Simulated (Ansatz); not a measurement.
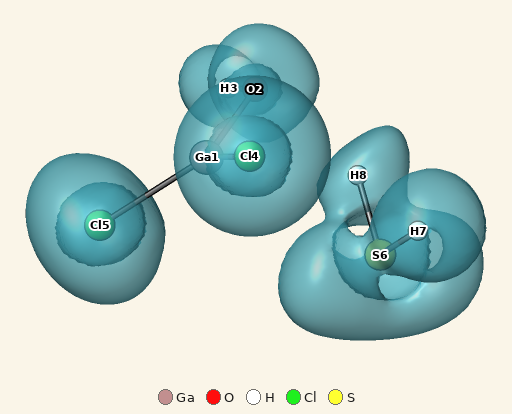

Figure 1: Cl2GaHO···H2S. Isosurface of the electron localisation function at 0.75 (cyan), seen at an oblique angle. Only the valence region is drawn (cores and ρ < 0.01 e/Å³ removed).

Not at a stationary point (largest force 0.7 eV/Å).

Level of theory: Ansatz, RKS B3LYP-D4/def2-SVP.

The calculation's input:

```
crystal:
  periodic: [false, false, false]
  atoms:
    - { symbol: Ga, position_ang: [0.0, 0.0, 0.0] }
    - { symbol: O, position_ang: [0.0, 0.0, 2.14] }
    - { symbol: H, position_ang: [-0.9095, -0.2814, 2.4771] }
    - { symbol: Cl, position_ang: [1.9398, 0.0, -1.12] }
    - { symbol: Cl, position_ang: [-1.9398, 0.0, -1.12] }
    - { symbol: S, position_ang: [0.5481, 2.3765, 0.8104] }
    - { symbol: H, position_ang: [1.5969, 2.3243, 1.7363] }
    - { symbol: H, position_ang: [0.2846, 1.2338, 1.9608] }
basis:
  gaussian: { orbitals: def2-SVP }
hamiltonian:
  xc: b3lyp
  dispersion: d4
relax:
  f_tol: 0.15
  max_steps: 25
  restrain:
    - { distance: [0, 5], at: 3.47, k: 30.0 }
    - { distance: [7, 1], at: 2.21, k: 30.0 }
    - { distance: [0, 1], at: 1.79, k: 30.0 }
    - { distance: [7, 5], at: 1.4, k: 30.0 }
output:
  orbitals: {}
```

Command:

```sh
ansatz run input.yaml --threads 4 --pin off --max-ram 5120MiB --backend cpu --events-out ev --progress --plain --runs-dir out
```

The fields are those of the run's last geometry, not of the input's.

> Identify the bonds, lone pairs and shells in this picture.

At this value the surface marks out two regions wrapped around Cl (the valence shell of each), one joined region spread over several atoms (H, O), in which their bonds and any lone pairs are merged and one joined region spread over several atoms (H, S), in which their bonds and any lone pairs are merged. Profiles from the grid: O2···H8 (2.21 Å): the ELF dips to about 0.10 between them. Ga–O (1.79 Å): the ELF peaks at about 0.85 in the valence shell of O, 0.6 Å from its nucleus, and is about 0.25 at the midpoint.
